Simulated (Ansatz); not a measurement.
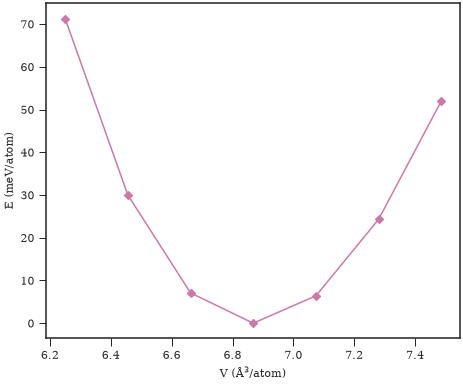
Fig. 1. FeB2 in space group Pnma (No. 62; Fe on 4c, B on 8d) under volume change, the program Ansatz at the LDA level (PAW), shape and atoms relaxed at each volume.

Q: What does a third-order Birch–Murnaghan fit give for V₀, B₀ and B′?

A: V₀ = 6.87 Å³/atom, B₀ = 348 GPa, B′ = 4.2.

The first step of the workflow began from a Materials Project structure, measured or hypothetical; the Crystallography Open Database copy checked does not list it. COD files the formula under space group No. 191, so this cell is another polymorph or a model. Whether it is the stable phase at ambient conditions was not checked. The LDA relaxation kept the symmetry of its start; of distortions, only those at the zone centre were tested. The run is not spin-polarised.

Potentials: the later of the program's two PAW sets.
